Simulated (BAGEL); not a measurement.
**A workflow on singlet CH5BN+**

We compute a single-point energy (singlet CH5BN+, HF/def2-SV(P)), then a single-point energy (doublet CH5BN, NEVPT2(3,3)/def2-SV(P)), then a single-point energy (doublet CH5BN, CASPT2(3,3)/def2-SV(P)) of CH5BN. 

The calculation is run with BAGEL 1.2.2.

3 further runs of the same task are left out: 3 set aside as unsound or not needed.

### Step 1. The molecule

CH5BN+: 8 atoms, total charge +1, spin state singlet. As SMILES of the parent species, `B[N]C`. The B1–H4 distance was set to 1.936 Å, away from the relaxed value. That shape belongs to the parent species and isn't relaxed for this state. At this shape a bond of the SMILES string is far longer than usual.

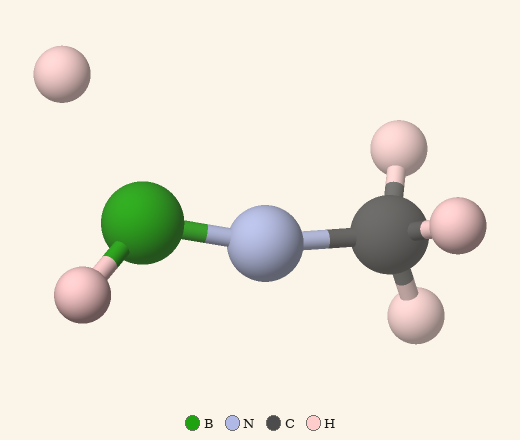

The structure, seen from a chosen angle (boron green, nitrogen light blue, carbon dark grey, hydrogen pink).

### Step 2. A single-point energy at HF/def2-SV(P) (density fitting with svp-jkfit) (run 1)

Contents of job.json:

```json
{ "bagel": [

{
  "title": "molecule",
  "basis": "def2-sv_p_.json",
  "df_basis": "svp-jkfit",
  "angstrom": true,
  "geometry": [
    { "atom": "B", "xyz": [    0.006448,    1.374386,   -0.412748 ] },
    { "atom": "N", "xyz": [    0.438848,    0.553886,    0.543552 ] },
    { "atom": "C", "xyz": [    0.719948,   -0.557614,    1.329052 ] },
    { "atom": "H", "xyz": [   -1.007800,    0.632300,   -1.885400 ] },
    { "atom": "H", "xyz": [    0.237348,    2.554686,   -0.369348 ] },
    { "atom": "H", "xyz": [    0.283948,   -0.476714,    2.330852 ] },
    { "atom": "H", "xyz": [    1.796548,   -0.739914,    1.417552 ] },
    { "atom": "H", "xyz": [    0.279348,   -1.450314,    0.856652 ] }
  ]
},
{ "title": "hf", "charge": 1 },
{ "title": "print", "file": "orbitals.molden", "orbitals": true }

]}
```

The basis set def2-SV(P) is read from a file made from the Basis Set Exchange's data (not shown).

On the command line:

```bash
$ BAGEL_NUM_THREADS=1 BAGEL job.json > job.out
```

The program printed:

```text
* using 1 threads per process

  ===============================================================
  ===============================================================

  *** Geometry ***

  { "atom" : "B", "xyz" : [      0.012185,      2.597213,     -0.779981 ] },
  { "atom" : "N", "xyz" : [      0.829303,      1.046693,      1.027164 ] },
  { "atom" : "C", "xyz" : [      1.360505,     -1.053738,      2.511544 ] },
[... 4 lines of this table left out ...]
  { "atom" : "H", "xyz" : [      0.527891,     -2.740696,      1.618838 ] },

  Number of auxiliary basis functions:      317

  Since a DF basis is specified, we compute 2- and 3-index integrals:
    o Being stored without compression. Storage requirement is 0.007 GB

  Number of basis functions:       52
  Number of electrons      :       23

    * METHOD: MOLECULE                             0.08

  *** RHF ***

  === Nuclear Repulsion ===
    62.4227999267

      * DIIS with orbital gradients will be used.

  === RHF iteration (def2-sv_p_.json) ===
      0       -119.12834545          0.02755153           0.01
      1       -119.17040033          0.03069985           0.01
      2       -119.32332043          0.00412805           0.01
[... 16 lines of this table left out ...]
     19       -119.33544464          0.00000001           0.01
    * SCF iteration converged.

    * Permanent dipole moment:
           (    0.450362,     0.045645,     0.736478) a.u.

    * METHOD: HF                                   0.28

    * METHOD: PRINT                                0.01

  ===============================================================
```

Wall time 0.48 s (1 thread of Arm Neoverse V1, shared host); peak memory 0.14 GiB.

### Step 3. Doublet neutral CH5BN: the energy at NEVPT2(3,3)/def2-SV(P) (density fitting with svp-jkfit) (run 2)

Contents of input.json:

```json
{ "bagel": [

{
  "title": "molecule",
  "basis": "def2-sv_p_.json",
  "df_basis": "svp-jkfit",
  "angstrom": "true",
  "geometry": [
    { "atom": "B", "xyz": [    0.006448,    1.374386,   -0.412748 ] },
    { "atom": "N", "xyz": [    0.438848,    0.553886,    0.543552 ] },
    { "atom": "C", "xyz": [    0.719948,   -0.557614,    1.329052 ] },
    { "atom": "H", "xyz": [   -1.007800,    0.632300,   -1.885400 ] },
    { "atom": "H", "xyz": [    0.237348,    2.554686,   -0.369348 ] },
    { "atom": "H", "xyz": [    0.283948,   -0.476714,    2.330852 ] },
    { "atom": "H", "xyz": [    1.796548,   -0.739914,    1.417552 ] },
    { "atom": "H", "xyz": [    0.279348,   -1.450314,    0.856652 ] }
  ]
},
{
  "title": "hf",
  "charge": 1
},
{
  "title": "casscf",
  "nstate": 1,
  "nact": 3,
  "nclosed": 10,
  "nspin": 1,
  "active": [11, 12, 14],
  "maxiter": 200,
  "natocc": "true"
},
{
  "title": "nevpt2",
  "nstate": 1,
  "nact": 3,
  "nclosed": 10,
  "nspin": 1,
  "active": [11, 12, 14],
  "maxiter": 200,
  "natocc": "true",
  "ncore": 3
},
{
  "title": "print",
  "file": "orbitals.molden",
  "orbitals": "true"
}

]}
```

The basis set def2-SV(P) is read from a file made from the Basis Set Exchange's data (not shown).

On the command line:

```bash
$ BAGEL_NUM_THREADS=1 BAGEL input.json > input.out
```

The program printed:

```text
* using 1 threads per process

  ===============================================================
  ===============================================================

  *** Geometry ***

  { "atom" : "B", "xyz" : [      0.012185,      2.597213,     -0.779981 ] },
  { "atom" : "N", "xyz" : [      0.829303,      1.046693,      1.027164 ] },
  { "atom" : "C", "xyz" : [      1.360505,     -1.053738,      2.511544 ] },
[... 4 lines of this table left out ...]
  { "atom" : "H", "xyz" : [      0.527891,     -2.740696,      1.618838 ] },

[... 23 lines left out ...]
    * SCF iteration converged.
[... 1 line left out ...]
    * Permanent dipole moment:
[... 28 lines left out ...]
    * Second-order optimization converged. *
[... 11 lines left out ...]
     * ci vector, state   0, <S^2> = 0.7500
[... 6 lines left out ...]
    * METHOD: CASSCF                               0.83

    * freezing 3 orbitals

  === DF-NEVPT2 calculation ===

    * 3-index integral transformation done
    * assembly done

      NEVPT2 correlation energy:   -0.3321089232      0.05

          (+0)     -0.2377121027
          (+0)'    -0.0278909797
          (+1)     -0.0138717957
          (+1)'    -0.0006051972
          (+2)     -0.0004106820
          (-1)     -0.0453454406
          (-1)'    -0.0026258960
          (-2)     -0.0036468292

      NEVPT2 total energy:       -120.0561352876

    * METHOD: NEVPT2                               0.08

    * METHOD: PRINT                                0.01

  ===============================================================
```

It took 1.4 s on 1 thread of Arm Neoverse V1, shared host; peak memory 0.14 GiB.

### Step 4. Doublet neutral CH5BN: the energy at CASPT2(3,3)/def2-SV(P) (density fitting with svp-jkfit) (run 3)

Contents of caspt2.json:

```json
{ "bagel": [

{
  "title": "molecule",
  "basis": "def2-sv_p_.json",
  "df_basis": "svp-jkfit",
  "angstrom": true,
  "geometry": [
    { "atom": "B", "xyz": [    0.006448,    1.374386,   -0.412748 ] },
    { "atom": "N", "xyz": [    0.438848,    0.553886,    0.543552 ] },
    { "atom": "C", "xyz": [    0.719948,   -0.557614,    1.329052 ] },
    { "atom": "H", "xyz": [   -1.007800,    0.632300,   -1.885400 ] },
    { "atom": "H", "xyz": [    0.237348,    2.554686,   -0.369348 ] },
    { "atom": "H", "xyz": [    0.283948,   -0.476714,    2.330852 ] },
    { "atom": "H", "xyz": [    1.796548,   -0.739914,    1.417552 ] },
    { "atom": "H", "xyz": [    0.279348,   -1.450314,    0.856652 ] }
  ]
},
{
  "title": "hf",
  "charge": 1
},
{
  "title": "casscf",
  "nstate": 1,
  "nact": 3,
  "nclosed": 10,
  "nspin": 1,
  "active": [11, 12, 14],
  "maxiter": 200,
  "natocc": true
},
{
  "title": "print",
  "file": "orbitals.molden",
  "orbitals": true
},
{
  "title": "smith",
  "method": "caspt2",
  "ms": true,
  "xms": true,
  "sssr": true,
  "shift": 0.2,
  "shift_imag": true,
  "ncore": 3
}

]}
```

The basis set def2-SV(P) is read from a file made from the Basis Set Exchange's data (not shown).

On the command line:

```bash
$ BAGEL_NUM_THREADS=1 BAGEL caspt2.json > caspt2.out
```

The program printed:

```text
* using 1 threads per process

  ===============================================================
  ===============================================================

  *** Geometry ***

  { "atom" : "B", "xyz" : [      0.012185,      2.597213,     -0.779981 ] },
  { "atom" : "N", "xyz" : [      0.829303,      1.046693,      1.027164 ] },
  { "atom" : "C", "xyz" : [      1.360505,     -1.053738,      2.511544 ] },
[... 4 lines of this table left out ...]
  { "atom" : "H", "xyz" : [      0.527891,     -2.740696,      1.618838 ] },

[... 25 lines left out ...]
    * Permanent dipole moment:
[... 40 lines left out ...]
     * ci vector, state   0, <S^2> = 0.7500
[... 24 lines left out ...]
       #      aibj      arbs      arbi      airj      risj      airs      arst      rist         Etot      error   time
[... 8 lines left out ...]
      ------------------------------------------------------------------------------------------------------------------

    * CASPT2 energy : state  0     -120.0623983159
        w/o shift correction       -120.0601283209
        reference weight              0.8909686410

    * METHOD: SMITH                                0.16

  ===============================================================
```

Wall time 1.5 s (1 thread of Arm Neoverse V1, shared host); peak memory 0.14 GiB.

### Step 5. Outcome

| quantity | value |
| --- | --- |
| run 1, HF/def2-SV(P): total energy | -119.33544 Eh |
| run 1, HF/def2-SV(P): HOMO energy | -17.74 eV |
| run 1, HF/def2-SV(P): LUMO energy | -8.14 eV |
| run 1, HF/def2-SV(P): HOMO–LUMO gap | 9.59 eV |
| doublet neutral CH5BN, run 2: total energy | -120.05614 Eh |
| doublet neutral CH5BN, run 3: total energy | -120.06240 Eh |
